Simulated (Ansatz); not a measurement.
**CH5BGeO (SMILES [BH2][GeH2][CH]=O) at 6 levels**

We compute a comparison of 6 runs (HF/STO-3G, HF/3-21G, B3LYP/6-31G*, wB97X/def2-TZVP, B3LYP/pcseg-2) of CH5BGeO. 

Program for the calculation: Ansatz 0.2.0.

4 further runs of the same task are left out: 1 for a known fault of the program, 1 that didn't finish, 2 set aside as unsound or not needed.

## (1) The molecule

CH5BGeO has 9 atoms, charge 0, and is taken as a singlet. SMILES: `[BH2][GeH2][CH]=O`. The shape is that of a PBE0-D4/def2-TZVP optimisation. This is one conformer, not always the lowest.

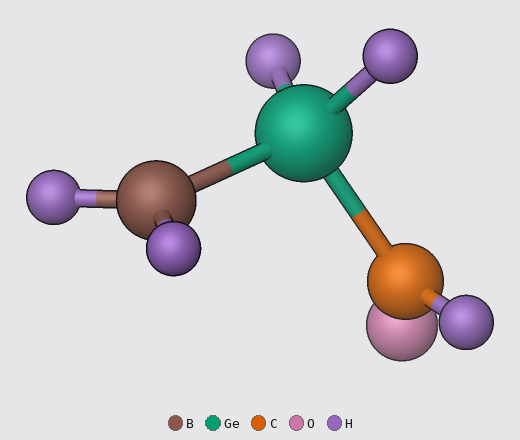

Viewed from a chosen angle; boron brown, germanium teal, carbon orange, oxygen pink, hydrogen purple.

## (2) Energy and forces at HF/STO-3G (run 1)

Input file molecule.yaml:

```yaml
crystal:
  periodic: [false, false, false]
  atoms:
    - {symbol: B, position_ang: [-0.961500, 1.346800, -0.431300]}
    - {symbol: Ge, position_ang: [0.739100, 0.233600, -0.157300]}
    - {symbol: C, position_ang: [0.136900, -1.567100, 0.540000]}
    - {symbol: O, position_ang: [0.054500, -2.542700, -0.147600]}
    - {symbol: H, position_ang: [-1.354200, 1.631800, -1.521100]}
    - {symbol: H, position_ang: [-1.605300, 1.676900, 0.519000]}
    - {symbol: H, position_ang: [1.619500, 0.818700, 0.965600]}
    - {symbol: H, position_ang: [1.590500, -0.027500, -1.406800]}
    - {symbol: H, position_ang: [-0.130800, -1.616800, 1.622200]}
basis:
  gaussian: {orbitals: STO-3G}
hamiltonian: {xc: hf}
accuracy: high
output: {forces: true, orbitals: {seedname: orbitals}}
```

Launch:

```bash
$ ansatz run molecule.yaml --threads 1 --pin off --max-ram 2610MiB --events-out events.jsonl --progress --plain --runs-dir runs
```

The program printed:

```text
Warning: RAYON_NUM_THREADS=1 ignored (pool sized by the plan → 1); use --threads N
Functional definition: HF
  name "HF"
  exchange = exact_x
  correlation = 0
669 factors; integrals over basis functions are off by at most 7.4e-9 eV
mean field evaluation 1: about -59595.1053 eV, gradient 3.3e1 eV
mean field evaluation 2: about -59595.1816 eV, gradient 3.3e1 eV
mean field evaluation 4: about -59599.1214 eV, gradient 2.9e0 eV
mean field evaluation 8: about -59599.1921 eV, gradient 8.8e-2 eV
mean field -59599.19213922 eV, -2190.2299133330 hartree, gradient 1.1e-8 eV, S^2 0.000000; 0 other end points of the search recorded, 0 dependent functions left out
the calculation of the forces begins
reference -59599.19213922 eV, -2190.2299133330 hartree; 28, 28 occupied and 10, 10 virtual orbitals, 669 factors
Total energy: -59599.19213922 eV, -2190.2299133330 hartree
Atom 0 at    -0.961500     1.346800    -0.431300 Å, force    -0.043447    -0.015149    -0.068103 eV/Å
Atom 1 at     0.739100     0.233600    -0.157300 Å, force     1.198905    -0.207409     0.566901 eV/Å
Atom 2 at     0.136900    -1.567100     0.540000 Å, force     0.593464     3.389150     1.002067 eV/Å
Atom 3 at     0.054500    -2.542700    -0.147600 Å, force    -0.294520    -2.467056    -1.323846 eV/Å
Atom 4 at    -1.354200     1.631800    -1.521100 Å, force     0.265178    -0.166400     1.042248 eV/Å
Atom 5 at    -1.605300     1.676900     0.519000 Å, force     0.530265    -0.224667    -0.965263 eV/Å
Atom 6 at     1.619500     0.818700     0.965600 Å, force    -1.154289    -0.715571    -1.626191 eV/Å
Atom 7 at     1.590500    -0.027500    -1.406800 Å, force    -1.153855     0.459023     1.623561 eV/Å
Atom 8 at    -0.130800    -1.616800     1.622200 Å, force     0.058299    -0.051921    -0.251374 eV/Å
Dipole moment:     0.013104     0.368506     0.122967 e Å
```

It took 1.2 s on 1 thread of Arm Neoverse V1, shared host.

## (3) Energy and gradient at HF/3-21G (run 2)

Input file molecule.yaml:

```yaml
crystal:
  periodic: [false, false, false]
  atoms:
    - symbol: B
      position_ang: [-0.961500, 1.346800, -0.431300]
    - symbol: Ge
      position_ang: [0.739100, 0.233600, -0.157300]
    - symbol: C
      position_ang: [0.136900, -1.567100, 0.540000]
    - symbol: O
      position_ang: [0.054500, -2.542700, -0.147600]
    - symbol: H
      position_ang: [-1.354200, 1.631800, -1.521100]
    - symbol: H
      position_ang: [-1.605300, 1.676900, 0.519000]
    - symbol: H
      position_ang: [1.619500, 0.818700, 0.965600]
    - symbol: H
      position_ang: [1.590500, -0.027500, -1.406800]
    - symbol: H
      position_ang: [-0.130800, -1.616800, 1.622200]
basis:
  gaussian:
    orbitals: 3-21G-spherical.json
total_charge: 0
hamiltonian:
  xc: hf
accuracy: high
output: {forces: true, orbitals: {seedname: orbitals}}
```

The basis set 3-21G is read from a file made from the Basis Set Exchange's data (not shown).

Launch:

```bash
$ ansatz run molecule.yaml --threads 1 --pin off --max-ram 2610MiB --events-out events.jsonl --progress --plain --runs-dir runs
```

The program printed, cut to the lines that bear on the results:

```text
Warning: RAYON_NUM_THREADS=1 ignored (pool sized by the plan → 1); use --threads N
[... 2 set-up lines as earlier in the session ...]
[...]
1228 factors; integrals over basis functions are off by at most 8.3e-9 eV
[...]
mean field -59995.78828778 eV, -2204.8045529699 hartree, gradient 1.3e-8 eV, S^2 0.000000; 0 other end points of the search recorded, 0 dependent functions left out
[...]
reference -59995.78828778 eV, -2204.8045529699 hartree; 28, 28 occupied and 31, 31 virtual orbitals, 1228 factors
Total energy: -59995.78828778 eV, -2204.8045529699 hartree
Atom 0 at    -0.961500     1.346800    -0.431300 Å, force    -0.480263     0.331083    -0.157625 eV/Å
Atom 1 at     0.739100     0.233600    -0.157300 Å, force     0.208684    -0.827946     0.297867 eV/Å
Atom 2 at     0.136900    -1.567100     0.540000 Å, force     0.071069     1.500361     1.349769 eV/Å
Atom 3 at     0.054500    -2.542700    -0.147600 Å, force    -0.095181    -1.109777    -0.878218 eV/Å
Atom 4 at    -1.354200     1.631800    -1.521100 Å, force     0.047463    -0.009818     0.180635 eV/Å
Atom 5 at    -1.605300     1.676900     0.519000 Å, force     0.095599    -0.042003    -0.152345 eV/Å
Atom 6 at     1.619500     0.818700     0.965600 Å, force     0.024418     0.089513    -0.023623 eV/Å
Atom 7 at     1.590500    -0.027500    -1.406800 Å, force    -0.023182     0.066711    -0.026150 eV/Å
Atom 8 at    -0.130800    -1.616800     1.622200 Å, force     0.151393     0.001877    -0.590311 eV/Å
Dipole moment:    -0.035700     0.539767     0.220768 e Å
```

Run time: 2 s. Hardware: 1 thread of Arm Neoverse V1, shared host; peak memory 0.13 GiB.

## (4) Energy and forces at B3LYP/6-31G(d) (spherical functions) (run 3)

Input file input.yaml:

```yaml
crystal:
  periodic: [false, false, false]
  atoms:
    - {symbol: B, position_ang: [-0.961500, 1.346800, -0.431300]}
    - {symbol: Ge, position_ang: [0.739100, 0.233600, -0.157300]}
    - {symbol: C, position_ang: [0.136900, -1.567100, 0.540000]}
    - {symbol: O, position_ang: [0.054500, -2.542700, -0.147600]}
    - {symbol: H, position_ang: [-1.354200, 1.631800, -1.521100]}
    - {symbol: H, position_ang: [-1.605300, 1.676900, 0.519000]}
    - {symbol: H, position_ang: [1.619500, 0.818700, 0.965600]}
    - {symbol: H, position_ang: [1.590500, -0.027500, -1.406800]}
    - {symbol: H, position_ang: [-0.130800, -1.616800, 1.622200]}
basis:
  gaussian:
    orbitals: 6-31G_st_-spherical.json
output: {forces: true, orbitals: {seedname: orbitals}}
accuracy: high
hamiltonian:
  xc: {name: B3LYP}
```

The basis set 6-31G* is read from a file made from the Basis Set Exchange's data (not shown).

Launch:

```bash
$ ansatz run input.yaml --threads 1 --pin off --max-ram 2610MiB --events-out events.jsonl --progress --plain --runs-dir runs
```

The program printed, cut to the lines that bear on the results:

```text
Warning: RAYON_NUM_THREADS=1 ignored (pool sized by the plan → 1); use --threads N
Functional definition: B3LYP
  name "B3LYP"
[...]
1900 factors; integrals over basis functions are off by at most 4.5e-9 eV
[...]
mean field -60351.59483186 eV, -2217.8802022906 hartree, gradient 6.2e-8 eV, S^2 0.000000; 0 other end points of the search recorded, 0 dependent functions left out
[...]
reference -60351.59487396 eV, -2217.8802038377 hartree; 28, 28 occupied and 56, 56 virtual orbitals, 1900 factors
Total energy: -60351.59487396 eV, -2217.8802038377 hartree
Atom 0 at    -0.961500     1.346800    -0.431300 Å, force    -0.105689     0.117951    -0.043846 eV/Å
Atom 1 at     0.739100     0.233600    -0.157300 Å, force    -0.040782     0.079588    -0.000429 eV/Å
Atom 2 at     0.136900    -1.567100     0.540000 Å, force     0.068408     0.616297     0.554661 eV/Å
Atom 3 at     0.054500    -2.542700    -0.147600 Å, force    -0.081509    -0.849630    -0.588625 eV/Å
Atom 4 at    -1.354200     1.631800    -1.521100 Å, force    -0.019465    -0.002848     0.013416 eV/Å
Atom 5 at    -1.605300     1.676900     0.519000 Å, force    -0.006681     0.004780    -0.014365 eV/Å
Atom 6 at     1.619500     0.818700     0.965600 Å, force     0.105284     0.053689     0.111427 eV/Å
Atom 7 at     1.590500    -0.027500    -1.406800 Å, force     0.096058    -0.032052    -0.120239 eV/Å
Atom 8 at    -0.130800    -1.616800     1.622200 Å, force    -0.015625     0.012224     0.088001 eV/Å
Dipole moment:    -0.043152     0.367480     0.213391 e Å
```

Wall time 13 s (1 thread of Arm Neoverse V1, shared host); peak memory 0.29 GiB.

Runs 4 to 5 aren't shown in full; the table further down has their settings and results.

## (5) Energy and gradient at B3LYP/pcseg-2 (run 6)

Input file job.yaml:

```yaml
basis:
  gaussian: {orbitals: pcseg-2}
crystal:
  periodic: [false, false, false]
  atoms:
    - symbol: B
      position_ang: [-0.961500, 1.346800, -0.431300]
    - symbol: Ge
      position_ang: [0.739100, 0.233600, -0.157300]
    - symbol: C
      position_ang: [0.136900, -1.567100, 0.540000]
    - symbol: O
      position_ang: [0.054500, -2.542700, -0.147600]
    - symbol: H
      position_ang: [-1.354200, 1.631800, -1.521100]
    - symbol: H
      position_ang: [-1.605300, 1.676900, 0.519000]
    - symbol: H
      position_ang: [1.619500, 0.818700, 0.965600]
    - symbol: H
      position_ang: [1.590500, -0.027500, -1.406800]
    - symbol: H
      position_ang: [-0.130800, -1.616800, 1.622200]
hamiltonian: {xc: {name: B3LYP}}
output: {forces: true, orbitals: {seedname: orbitals}}
accuracy: high
```

Launch:

```bash
$ ansatz run job.yaml --threads 1 --pin off --max-ram 2610MiB --events-out events.jsonl --progress --plain --runs-dir runs
```

The program printed, cut to the lines that bear on the results:

```text
Warning: RAYON_NUM_THREADS=1 ignored (pool sized by the plan → 1); use --threads N
[... 2 set-up lines as earlier in the session ...]
[...]
3549 factors; integrals over basis functions are off by at most 1.7e-8 eV
[...]
mean field -60362.37737185 eV, -2218.2764533268 hartree, gradient 5.0e-8 eV, S^2 0.000000; 0 other end points of the search recorded, 0 dependent functions left out
[...]
reference -60362.37741759 eV, -2218.2764550076 hartree; 28, 28 occupied and 175, 175 virtual orbitals, 3549 factors
Total energy: -60362.37741759 eV, -2218.2764550076 hartree
Atom 0 at    -0.961500     1.346800    -0.431300 Å, force    -0.204282     0.155333    -0.039255 eV/Å
Atom 1 at     0.739100     0.233600    -0.157300 Å, force     0.118358     0.131386    -0.046911 eV/Å
Atom 2 at     0.136900    -1.567100     0.540000 Å, force    -0.015818     0.067903     0.269294 eV/Å
Atom 3 at     0.054500    -2.542700    -0.147600 Å, force    -0.033132    -0.271987    -0.149514 eV/Å
Atom 4 at    -1.354200     1.631800    -1.521100 Å, force     0.041460    -0.033679     0.127181 eV/Å
Atom 5 at    -1.605300     1.676900     0.519000 Å, force     0.070544    -0.037004    -0.111569 eV/Å
Atom 6 at     1.619500     0.818700     0.965600 Å, force     0.010515    -0.002070     0.002556 eV/Å
Atom 7 at     1.590500    -0.027500    -1.406800 Å, force     0.005215    -0.000438     0.002445 eV/Å
Atom 8 at    -0.130800    -1.616800     1.622200 Å, force     0.007140    -0.009444    -0.054226 eV/Å
Dipole moment:    -0.030828     0.411857     0.220818 e Å
```

It took 48 s on 1 thread of Arm Neoverse V1, shared host; peak memory 1.1 GiB.

## (6) The series

```csv
run,level,Cartesian functions,energy (Eh),dipole moment (D),HOMO energy (eV),LUMO energy (eV),wall time
1,HF/STO-3G,no,-2190.229913,1.87,-7.55,5.72,1.2 s
2,HF/3-21G,no,-2204.804553,2.81,-9.94,0.94,2 s
3,B3LYP/6-31G* (spherical functions),no,-2217.880204,2.05,-6.51,-2.62,13 s
4,B3LYP/6-31G* (Cartesian functions),yes,-2217.888049,2.05,-6.53,-2.63,13 s
5,wB97X/def2-TZVP,no,-2218.181163,2.44,-9.21,-0.55,87 s
6,B3LYP/pcseg-2,no,-2218.276455,2.25,-6.82,-2.98,48 s
```

## (7) Summary of results

| quantity | value |
| --- | --- |
| run 6: total energy | -2218.27646 Eh |
| run 6: dipole moment | 2.25 D |
| run 6: HOMO energy | -6.82 eV |
| run 6: LUMO energy | -2.98 eV |
| run 6: HOMO–LUMO gap | 3.84 eV |
| run 6: largest force on an atom | 0.312 eV/Å |

The dipole moment (its size) runs from 1.87 D (HF/STO-3G) to 2.81 D (HF/3-21G). The HOMO–LUMO gap runs from 3.84 eV (B3LYP/pcseg-2) to 13.27 eV (HF/STO-3G). The two ends differ in method and basis. Totals of different functionals can't be ranked against each other. In run 1 the basis is minimal, so the values are rough. All runs together took 2.7 min, the longest 87 s.
